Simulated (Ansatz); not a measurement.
Take BaZrO3 in the cubic perovskite structure (space group Pm-3m, No. 221; a = 4.227 Å) as the base.

Modification: every lattice vector is shortened by 1.80 %, atoms relaxed at fixed cell.

All numbers come from Kohn–Sham DFT with the PBE functional, run in Ansatz (an electronic-structure program) with PAW and 420 eV plane waves, without spin-orbit coupling.

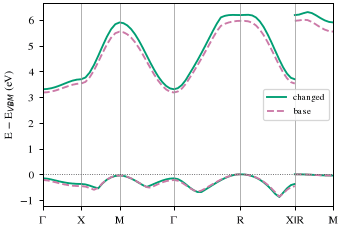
Fig. 1. Highest valence and lowest conduction band along the path, each from its own valence-band maximum

### Question
From the figure, how large is the changed gap, and is it direct?

### Answer
About 3.3 eV, indirect, R → Γ.

The cells carry an imposed strain or load. Whether these cells are dynamically stable was not tested.
